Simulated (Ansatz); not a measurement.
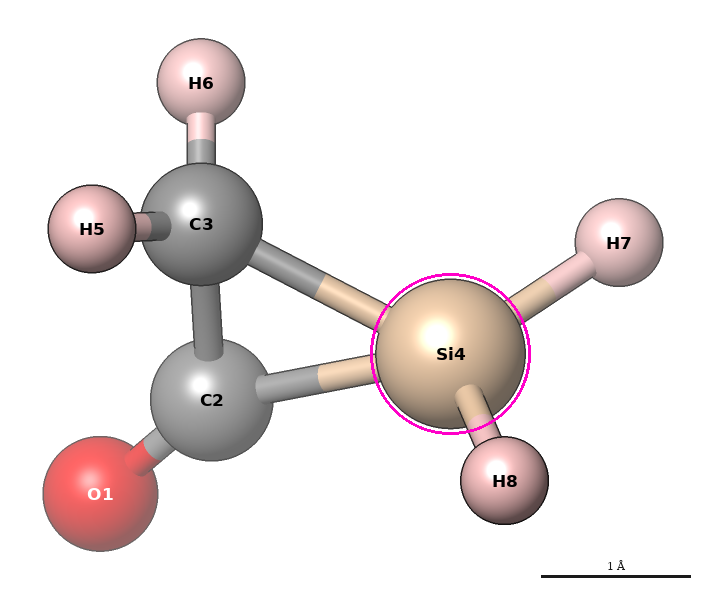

Orthographic view. Atoms fade into the background with distance from the viewer. The computed structure is the end point of a PBE0-D4/def2-TZVP optimisation.

### Which atoms are bonded to the circled atom?

The circled atom is Si4; it is bonded to C2, C3, H7, H8.

### Which atom is farthest from the viewer?

O1, 1.4 Å behind the mean position.

### Of C2 and C3, which is nearer the viewer?

C3; the bond to C2 points away from the viewer, so it looks shorter than its 1.50 Å.
